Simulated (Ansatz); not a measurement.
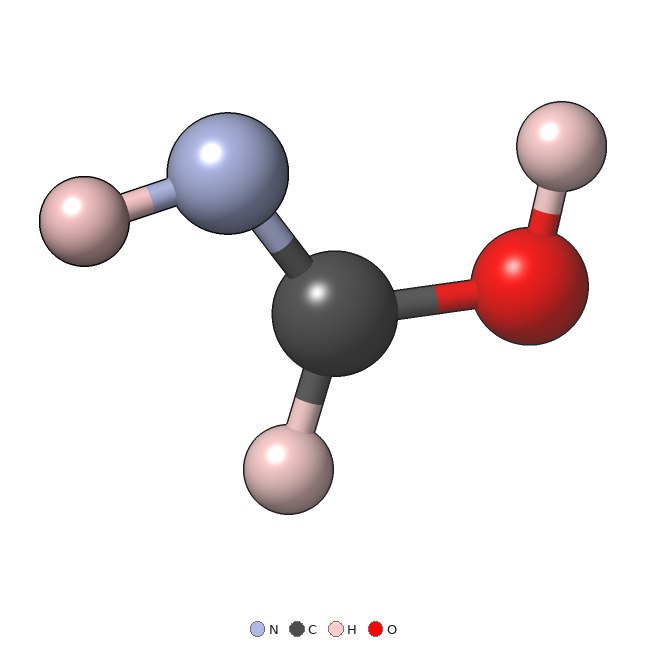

A ball-and-stick model of a molecule. Every bond is drawn as one stick, whatever its order.

Computed geometry: PBE0-D4/def2-TZVP optimisation.

What does the picture show?

The molecule is CH₃NO. The point group is Cs. All atoms lie on one plane. Coordination: 1 N bent; 1 C trigonal planar; 1 O bent.

More results for the same structure follow; atom numbers are the same in all pictures, views and colours differ.

## Shape

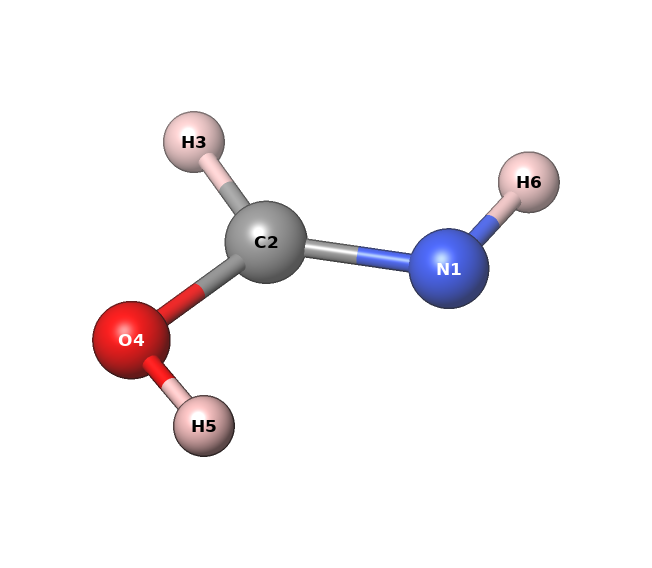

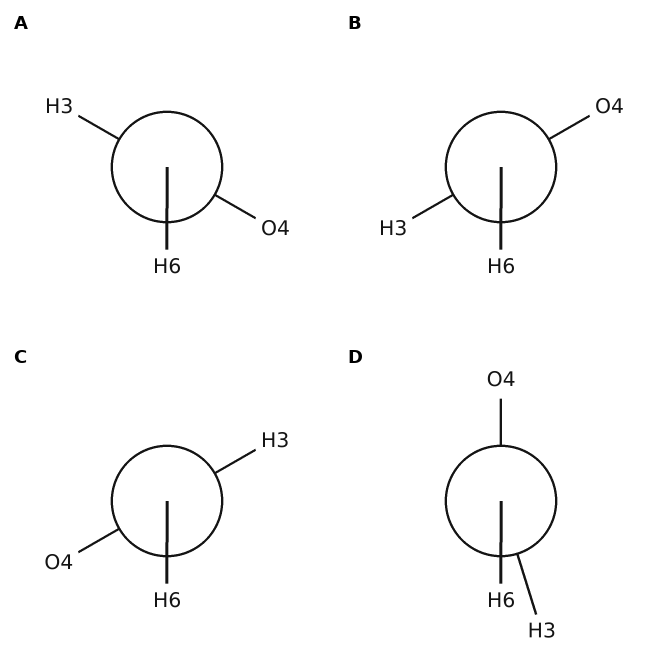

Atoms fade into the background with distance from the viewer. Bonds that would overlap in a projection are set slightly apart.

> Which Newman projection shows the view along N1–C2, with N1 in front?

D. The torsion angle H6–N1–C2–O4 is 180°, antiperiplanar (anti).

## Electronic properties

Method: RKS PBE0-D4/def2-TZVPP (Ansatz 0.2.0).

Computed properties:

- HOMO energy (Kohn–Sham orbital): −8.20 eV
- LUMO energy (Kohn–Sham orbital): 0.45 eV
- HOMO–LUMO gap: 8.65 eV

## Vibrations

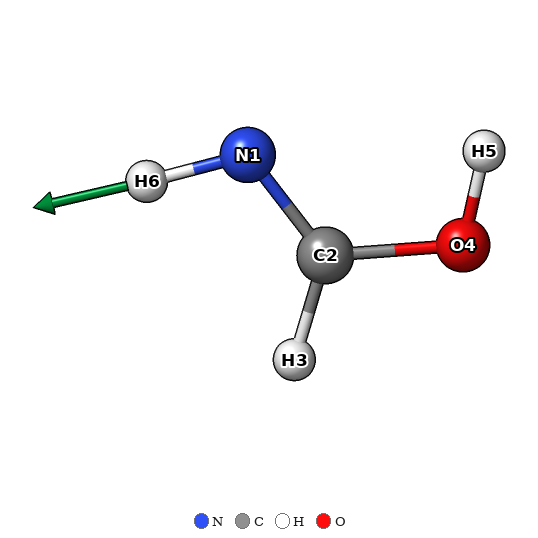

The arrows show one normal mode. Harmonic vibrations computed with RKS PBE0-D4/def2-TZVP (Ansatz 0.2.0) at a stationary point of the same level.

> What kind of motion is it?

Mostly N–H stretching.

> At what wavenumber does it lie?

3560 cm⁻¹; it is mode 11 of 12 counted from the lowest.

## Dipole moment

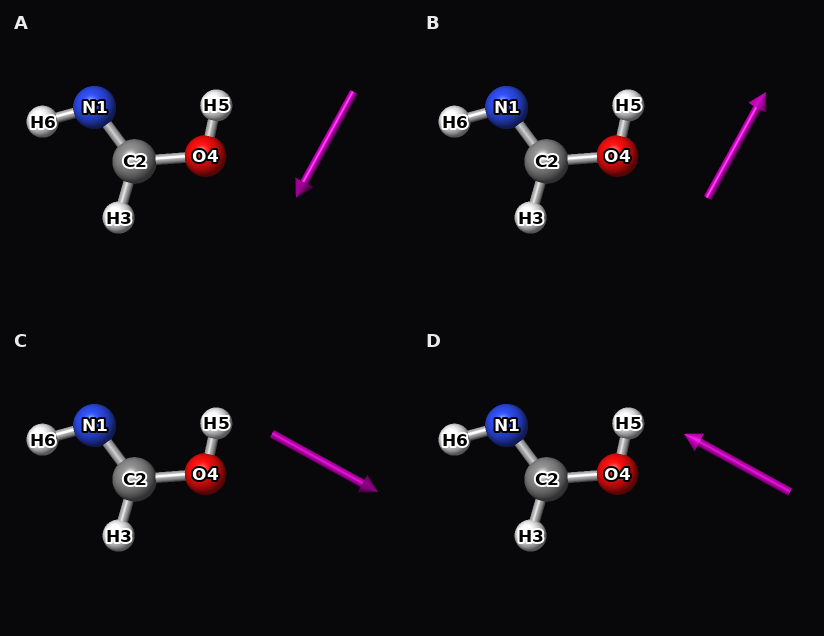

The same molecule four times, each with an arrow. Method: RKS PBE0-D4/def2-TZVP (Ansatz 0.2.0).

> Which arrow points along the dipole moment, from the negative to the positive end?

A. The dipole moment is 0.99 D; it points from the side of H5 to the side of H3 (the outermost atoms at the two ends).

## Charges

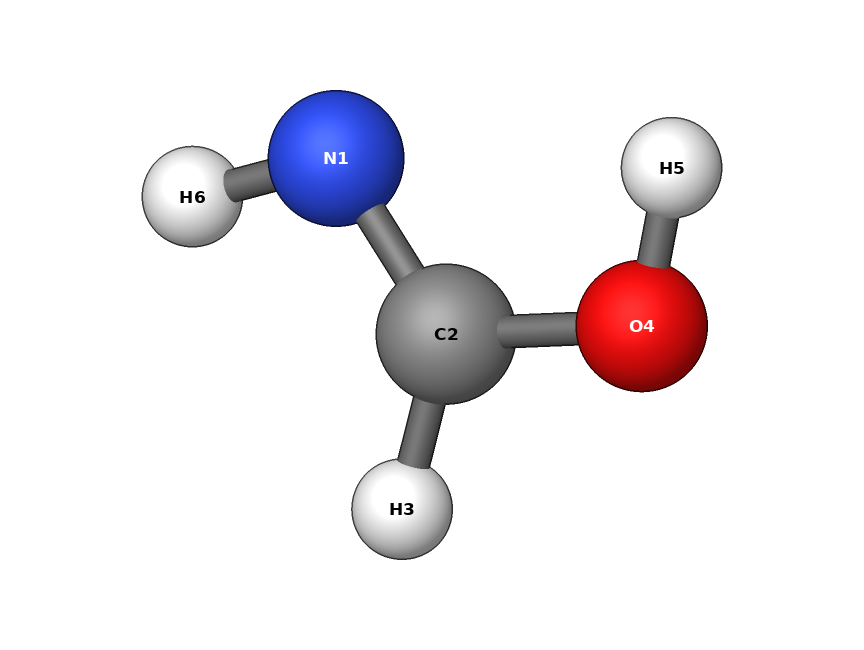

The questions are on Mulliken charges. Properties computed with RKS PBE0-D4/def2-TZVP (Ansatz 0.2.0).

Give the Mulliken charges atom by atom.

| atom | value (e) |
| --- | --- |
| N1 | −0.38 |
| C2 | 0.09 |
| H3 | 0.11 |
| O4 | −0.37 |
| H5 | 0.33 |
| H6 | 0.22 |

Mulliken values depend strongly on the basis set and can even reverse the polarity of a bond.
